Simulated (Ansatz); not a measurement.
## GaAs: pressure series

The parent structure is GaAs in the zinc blende structure (space group F-43m, No. 216; a = 5.603 Å).

Cell and atoms are relaxed at each pressure.

Level of theory: LDA in Ansatz (plane waves to 420 eV, PAW, scalar-relativistic without spin-orbit coupling).

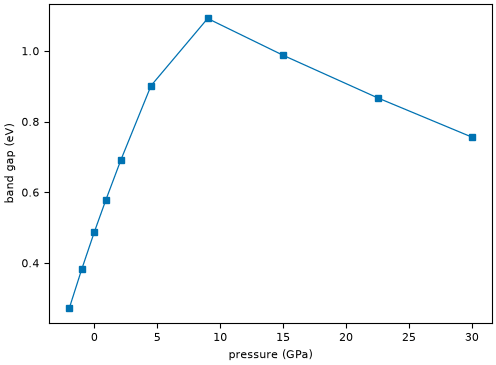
Figure: Band gap against pressure

### Question
From the plot, what is the band gap for pressure −1 GPa?

### Answer
About 0.38 eV.

### Question
Is the trend monotonic over the range shown?

### Answer
No, it turns within the range, spanning 0.27 eV to 1.09 eV.

Load acts through the strain it causes; cell and atoms are relaxed under it. Stability against distortions was not tested. Measured, GaAs leaves this structure (for a Cmcm phase) near 15 GPa (room temperature; as listed in arXiv:1906.07825). The zero or small gap of GaAs under pressure −2 GPa can change with the level of theory.

Ansatz is an electronic-structure program.
